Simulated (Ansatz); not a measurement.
## Electronic structure of C$_{4}$HF$_{5}$ (SMILES FC1=C(F)C(F)(F)C1F) in real space

```xyz
10

F    -1.4188   -1.8878    0.5801
C    -0.7072   -0.8242    0.3273
C    -0.6856    0.4222    0.7997
F    -1.3284    1.0750    1.7290
C     0.4577    0.8249   -0.0721
F     0.2182    1.7538   -1.0079
F     1.5860    1.1890    0.5714
C     0.4459   -0.6418   -0.6044
F     0.1575   -0.7585   -1.9316
H     1.3578   -1.2038   -0.3885
```

Geometry: PBE0-D4/def2-TZVP.

These are results of RKS PBE0-D4/def2-TZVPP (Ansatz), not measurements.

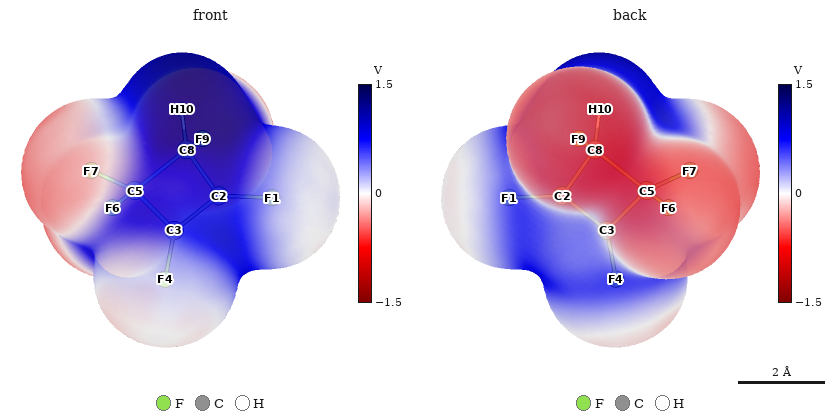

Figure 1. The electrostatic potential painted on the density surface at 0.001 e/bohr³, seen from the front and from behind; red is negative and blue positive.

Question: Which sites attract a positive test charge, and which a negative one?

Answer: A positive charge is drawn to the negative regions and a negative charge to the positive ones. The most negative region (about −0.7 V) lies over F6 and F9, the most positive (about +1.3 V) over C2 and H10.

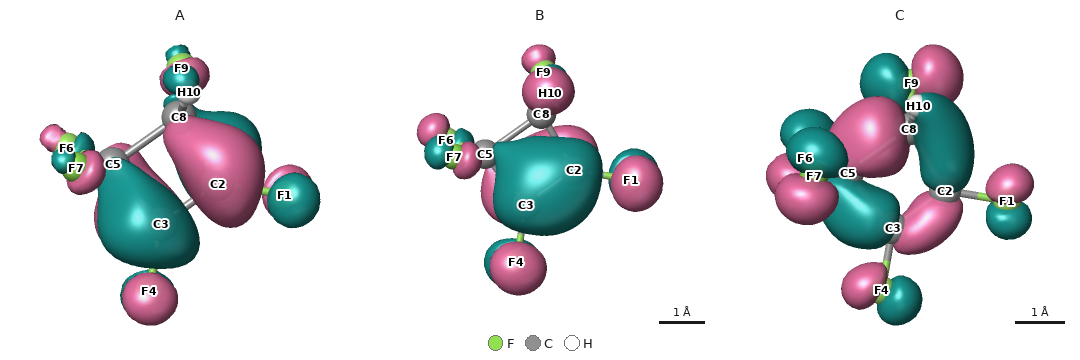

Figure 2. Three frontier orbitals at ±0.1 Å⁻³ᐟ² (teal and pink are the two phases), in no order.

Question: Which picture is the HOMO−1, the HOMO and the LUMO?

Answer: C is the HOMO−1 (−9.68 eV). It lies mainly on C5 (about 15 %), C8 (about 15 %), F9 (about 15 %), F7 (about 15 %), F6 (about 10 %) and C3 (about 10 %). B is the HOMO (−8.66 eV). It lies mainly on C3 (about 30 %), C2 (about 30 %), F4 (about 10 %) and F1 (about 10 %). A is the LUMO (−0.60 eV). It lies mainly on C2 (about 30 %), C3 (about 30 %), C8 (about 5 %), F1 (about 5 %), F4 (about 5 %) and C5 (about 5 %); π-antibonding (π*) across C2–C3.

Question: What is the HOMO–LUMO gap?

Answer: 8.06 eV between the orbital energies.

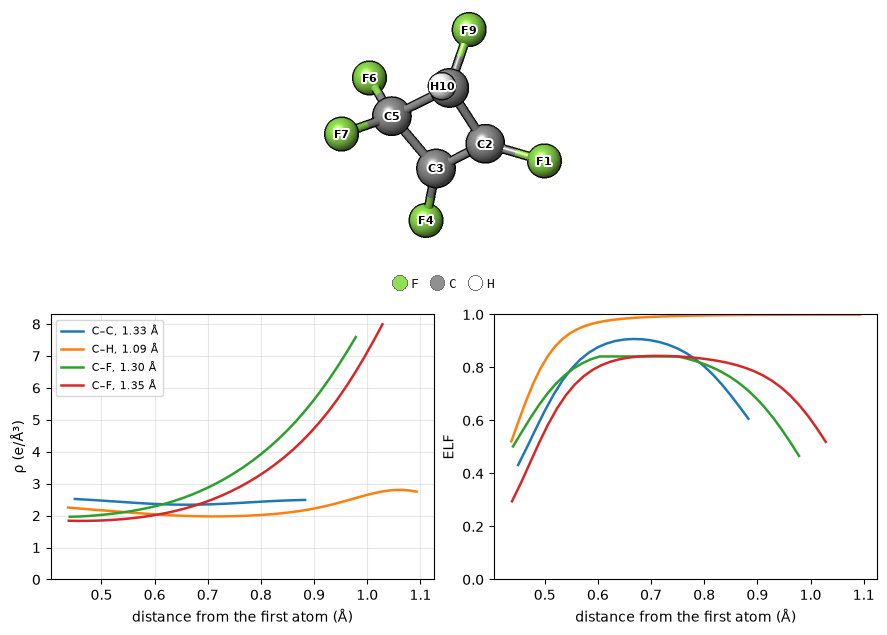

Figure 3. Electron density and ELF along straight lines between neighbouring atoms. The curves leave out the atomic cores. The structure is drawn too.

Question: What kind of bonding do the profiles show?

Answer: C–C (1.33 Å): ρ is about 2.3 e/Å³ halfway; the ELF peaks at about 0.90 between the atoms (a short, multiple covalent bond).
C–H (1.09 Å): ρ is about 2.1 e/Å³ halfway; the ELF climbs to about 1 towards the hydrogen, as it does in any bond to H (a covalent bond by its length).
C–F (1.30 Å): the density is about 2.5 e/Å³ at the midpoint; the ELF peaks at about 0.85 between the atoms; a shared but strongly polarised pair.
C–F (1.35 Å): ρ is about 2.3 e/Å³ halfway, with its minimum of 1.8 e/Å³ about 0.5 Å from C; the ELF peaks at about 0.85 between the atoms; a shared but strongly polarised pair.

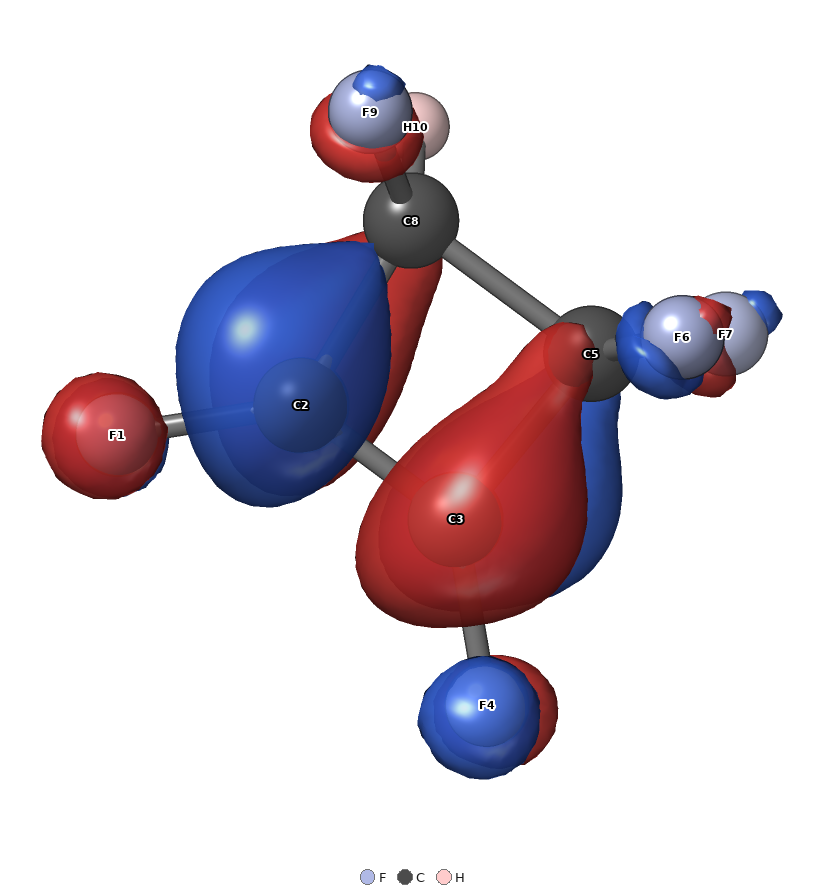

Figure 4. The LUMO at ±0.15 Å⁻³ᐟ² (blue and red are the two phases), seen at an oblique angle.

Question: Describe this orbital and give its energy.

Answer: By Hirshfeld shares it lies mainly on C2 (about 30 %), C3 (about 30 %), C8 (about 5 %), F1 (about 5 %), F4 (about 5 %) and C5 (about 5 %); π-antibonding (π*) across C2–C3. Its energy is −0.60 eV.
